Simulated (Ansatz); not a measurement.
## Electronic structure of C$_{3}$HF$_{5}$ (SMILES FC(F)=CC(F)(F)F) in real space

Input

```
crystal:
  periodic: [false, false, false]
  atoms:
    - {symbol: F, position_ang: [0.334175, -2.056543, -0.318700]}
    - {symbol: C, position_ang: [0.600981, -1.120051, 0.543625]}
    - {symbol: F, position_ang: [1.296181, -1.607262, 1.538394]}
    - {symbol: C, position_ang: [0.247084, 0.150059, 0.474492]}
    - {symbol: C, position_ang: [-0.539633, 0.773612, -0.619695]}
    - {symbol: F, position_ang: [-1.675658, 1.306055, -0.143267]}
    - {symbol: F, position_ang: [-0.871741, -0.075778, -1.590608]}
    - {symbol: F, position_ang: [0.147005, 1.780556, -1.181256]}
    - {symbol: H, position_ang: [0.550106, 0.803050, 1.279915]}
basis:
  gaussian: {orbitals: def2-TZVPP}
hamiltonian: {xc: pbe0, dispersion: d4}
output: {orbitals: {seedname: orbitals}}
```

Launched as:

```sh
ansatz run in.yaml --threads 4 --pin off --events-out ev --progress --plain --max-ram 11315MiB
```

Geometry: PBE0-D4/def2-TZVP.

Level of theory: Ansatz, RKS PBE0-D4/def2-TZVPP.

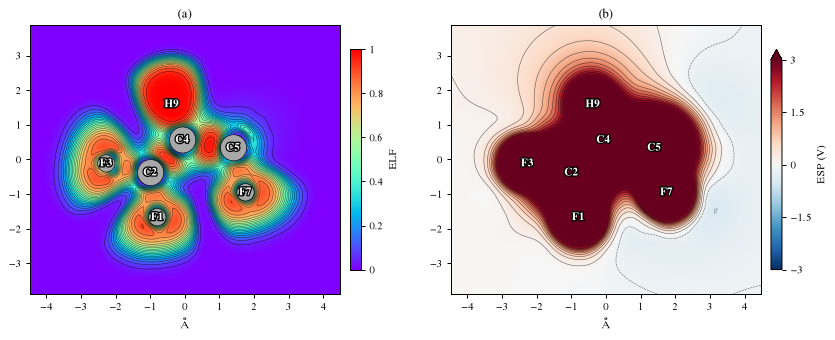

Figure 1. (a) ELF; (b) molecular electrostatic potential on the plane of atoms F1, C2 and C4. Grey discs cover the atomic cores in the ELF map.

What does the map show?

Answer. The plane passes through F, C and H nuclei.
C–F (1.30 Å): the ELF peaks at about 0.85 between the atoms: a polar covalent bond.
C–C (1.32 Å): the ELF peaks at about 0.95 between the atoms: a multiple bond.
C–H (1.08 Å): the ELF climbs to about 1 towards the hydrogen, as it does in any bond to H: an ordinary covalent bond to hydrogen.
C–F (1.33 Å): the ELF peaks at about 0.85 between the atoms; a shared but strongly polarised pair.
C–C (1.48 Å): the ELF peaks at about 1 between the atoms; a shared electron pair.
The ELF also peaks beside F1, F7 and F3, away from the bonds: lone-pair regions.
Outside the dense part of the molecule the potential is most negative (−0.4 V) near F7.

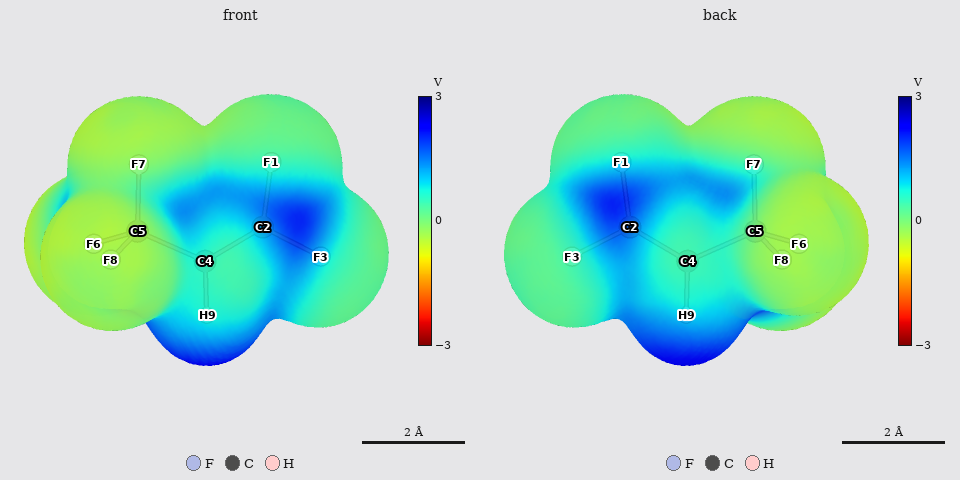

Figure 2. The electrostatic potential painted on the density surface at 0.004 e/bohr³, seen from the front and from behind; the colour scale runs from red (negative) to blue (positive).

Describe the electrostatic potential map.

Answer. The most negative region (about −0.5 V) lies over F6, F7 and F8, the most positive (about +2.3 V) over H9.

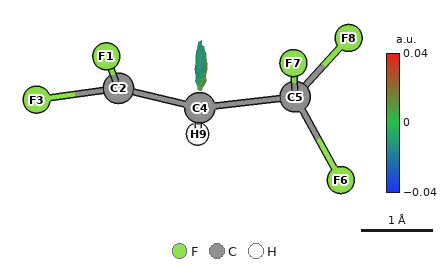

Figure 3. Non-covalent interaction (NCI) plot: the surface where the reduced density gradient is 0.5, for densities under 0.05 a.u., coloured by sign(λ₂)ρ; seen at an oblique angle.

What holds or crowds the atoms apart from the covalent bonds?

Answer. Between F7 and C5 on one side and F1 and C2 on the other: a weak contact, attractive (blue-green) on one side and crowded (olive to red) on the other.
